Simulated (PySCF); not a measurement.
# What a change does: NMR shielding calculation on C₂H₁₀BOPSi

System: C₂H₁₀BOPSi, SMILES CB(C)P[SiH2]O.
Method of run A: GIAO PBE0/pcSseg-1 NMR shielding, non-relativistic, IEF-PCM tetrahydrofuran (PySCF 2.14.0).

The geometry comes from this level: PBE0-D3(BJ)/def2-SVP. Text and figures count atoms from 1; the logs count them from 0 in places.

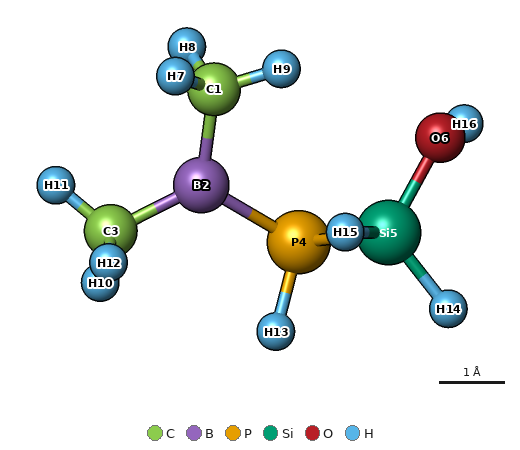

The structure as given in the input (ball-and-stick view, seen on its broad side; atoms are numbered from 1 in the order of the input).

**Input, run A**
```
{"job": {"kind": "nmr", "xc": "PBE0", "basis": "pcSseg-1", "solvent": "tetrahydrofuran", "pop": false}, "charge": 0, "multiplicity": 1}
C     -1.408909    -0.375445     0.840945
B     -0.777336     0.085493    -0.522373
C     -1.318641    -0.453093    -1.893499
P      0.624686     1.377652    -0.457551
Si     2.060284     0.208990     0.816312
O      1.698446     0.502908     2.420413
H     -1.692639    -1.440620     0.814547
H     -2.358360     0.182076     0.955382
H     -0.804764    -0.182171     1.739777
H     -1.161458     0.217878    -2.750729
H     -2.376719    -0.757632    -1.853300
H     -0.740065    -1.373263    -2.106546
H      1.255515     1.231280    -1.728141
H      3.439495     0.650173     0.436424
H      1.974369    -1.271060     0.672892
H      1.568413     1.429938     2.645339
```

The first line tells a small driver script what to run in PySCF; the rest is the geometry in Å.

Hardware: 1 CPU thread, shared host.

**Output (run A)**
```
coarse grid: 13792 points
cycle   1  E = -812.5406088819  dE =  2.833e-01  |g| = 7.780e-01  |ddm| = 3.428e+00
cycle   2  E = -812.4050252291  dE =  1.356e-01  |g| = 1.144e+00  |ddm| = 1.512e+00
cycle   3  E = -812.6599576840  dE = -2.549e-01  |g| = 1.131e-01  |ddm| = 1.017e+00
cycle   4  E = -812.6624747725  dE = -2.517e-03  |g| = 3.435e-02  |ddm| = 1.169e-01
cycle   5  E = -812.6627579114  dE = -2.831e-04  |g| = 6.172e-03  |ddm| = 3.319e-02
cycle   6  E = -812.6627683335  dE = -1.042e-05  |g| = 2.372e-03  |ddm| = 1.127e-02
cycle   7  E = -812.6627697501  dE = -1.417e-06  |g| = 2.683e-04  |ddm| = 3.160e-03
final grid: 122408 points
cycle   8  E = -812.7040718706  dE = -2.635e-05  |g| = 8.217e-03  |ddm| = 2.511e-02
cycle   9  E = -812.7040630129  dE =  8.858e-06  |g| = 1.049e-02  |ddm| = 1.472e-02
cycle  10  E = -812.7040872512  dE = -2.424e-05  |g| = 9.572e-04  |ddm| = 8.484e-03
cycle  11  E = -812.7040874206  dE = -1.694e-07  |g| = 1.363e-04  |ddm| = 7.791e-04
cycle  12  E = -812.7040874243  dE = -3.796e-09  |g| = 4.345e-05  |ddm| = 1.695e-04
cycle  13  E = -812.7040874249  dE = -5.341e-10  |g| = 1.117e-05  |ddm| = 6.655e-05
converged SCF energy = -812.7040874249

GIAO shielding tensors (ppm)
atom      isotropic    diamagn.    paramagn.     s11        s22        s33       span
  0 C      168.313     254.382     -86.069    148.114    174.462    182.363     34.248
  1 B        7.244     193.741    -186.498    -62.261    -38.147    122.139    184.401
  2 C      166.236     253.208     -86.973    147.263    167.860    183.584     36.322
  3 P      493.912     971.742    -477.829    440.362    471.819    569.556    129.194
  4 Si     364.952     878.706    -513.753    308.387    343.964    442.506    134.119
  5 O      309.769     389.077     -79.309    268.474    323.520    337.311     68.837
  6 H       30.041      31.417      -1.376     26.454     28.544     35.126      8.673
  7 H       30.396      30.121       0.275     26.400     28.226     36.563     10.163
  8 H       29.611      33.121      -3.510     24.599     29.740     34.494      9.895
  9 H       29.812      30.666      -0.854     25.568     29.746     34.121      8.553
 10 H       29.977      29.948       0.029     25.920     28.715     35.295      9.376
 11 H       30.335      30.669      -0.334     27.286     28.424     35.297      8.011
 12 H       28.604      32.045      -3.440     24.064     26.449     35.300     11.236
 13 H       25.879      28.027      -2.148     21.852     24.565     31.220      9.368
 14 H       26.166      29.775      -3.608     22.881     25.277     30.341      7.461
 15 H       29.981      30.658      -0.677     22.182     25.380     42.381     20.199
```

For run B the input was changed thus:
```diff
-"solvent": "tetrahydrofuran"
-"pop": false
+"solvent": "chloroform"
+"pop": true
```

Predict how the results change.

The total energy of run B is 0.5 kcal/mol higher: the change of the electrostatic solvation energy at this fixed geometry, without cavity or dispersion terms. The dipole moment goes from 1.03 to 1.00 D. Of all shieldings, the largest change is that of O6, by −0.5 ppm. The number of SCF iterations is the same.

**Output (run B)**
```
coarse grid: 13792 points
cycle   1  E = -812.5392155378  dE =  2.846e-01  |g| = 7.794e-01  |ddm| = 3.428e+00
cycle   2  E = -812.4004841249  dE =  1.387e-01  |g| = 1.151e+00  |ddm| = 1.527e+00
cycle   3  E = -812.6590489741  dE = -2.586e-01  |g| = 1.143e-01  |ddm| = 1.033e+00
cycle   4  E = -812.6616238292  dE = -2.575e-03  |g| = 3.484e-02  |ddm| = 1.187e-01
cycle   5  E = -812.6619142536  dE = -2.904e-04  |g| = 6.351e-03  |ddm| = 3.386e-02
cycle   6  E = -812.6619253503  dE = -1.110e-05  |g| = 2.461e-03  |ddm| = 1.172e-02
cycle   7  E = -812.6619269014  dE = -1.551e-06  |g| = 2.844e-04  |ddm| = 3.288e-03
final grid: 122408 points
cycle   8  E = -812.7032319688  dE = -2.629e-05  |g| = 8.231e-03  |ddm| = 2.513e-02
cycle   9  E = -812.7032228867  dE =  9.082e-06  |g| = 1.054e-02  |ddm| = 1.484e-02
cycle  10  E = -812.7032474060  dE = -2.452e-05  |g| = 9.598e-04  |ddm| = 8.599e-03
cycle  11  E = -812.7032475766  dE = -1.706e-07  |g| = 1.389e-04  |ddm| = 7.824e-04
cycle  12  E = -812.7032475805  dE = -3.917e-09  |g| = 4.597e-05  |ddm| = 1.793e-04
cycle  13  E = -812.7032475811  dE = -6.039e-10  |g| = 1.165e-05  |ddm| = 7.107e-05
converged SCF energy = -812.7032475811

GIAO shielding tensors (ppm)
atom      isotropic    diamagn.    paramagn.     s11        s22        s33       span
  0 C      168.279     254.326     -86.047    148.064    174.436    182.338     34.273
  1 B        7.257     193.774    -186.517    -62.429    -37.980    122.180    184.608
  2 C      166.180     253.173     -86.993    147.293    167.737    183.509     36.216
  3 P      493.373     971.701    -478.328    439.702    471.156    569.260    129.558
  4 Si     365.132     878.702    -513.570    308.634    344.042    442.720    134.086
  5 O      309.229     388.929     -79.700    267.522    322.819    337.346     69.823
  6 H       30.052      31.415      -1.363     26.473     28.552     35.132      8.660
  7 H       30.413      30.131       0.283     26.421     28.246     36.573     10.152
  8 H       29.585      33.078      -3.493     24.569     29.711     34.476      9.907
  9 H       29.817      30.667      -0.850     25.579     29.751     34.121      8.542
 10 H       29.980      29.950       0.030     25.926     28.717     35.296      9.370
 11 H       30.355      30.681      -0.326     27.310     28.456     35.299      7.989
 12 H       28.635      32.060      -3.425     24.109     26.496     35.302     11.193
 13 H       25.878      28.027      -2.148     21.853     24.564     31.218      9.365
 14 H       26.163      29.767      -3.603     22.875     25.275     30.339      7.464
 15 H       30.084      30.709      -0.624     22.317     25.515     42.422     20.105
```

**The two runs side by side**

| quantity | run A | run B |
| --- | --- | --- |
| outcome | converged | converged |
| total energy (hartree) | −812.704087 | −812.703248 |
| HOMO (eV) | −7.17 | −7.17 |
| LUMO (eV) | −0.76 | −0.78 |
| dipole moment (D) | 1.03 | 1.00 |
| shielding of C1 (ppm) | 168.3 | 168.3 |
| shielding of C3 (ppm) | 166.2 | 166.2 |
| shielding of P4 (ppm) | 493.9 | 493.4 |
| shielding of Si5 (ppm) | 365.0 | 365.1 |
| shielding of O6 (ppm) | 309.8 | 309.2 |
| shielding of H13 (ppm) | 28.6 | 28.6 |
| shielding of H16 (ppm) | 30.0 | 30.1 |
| SCF iterations | 13 | 13 |
| basis functions | 166 | 166 |
| wall time (shared host) | 19 s | 22 s |
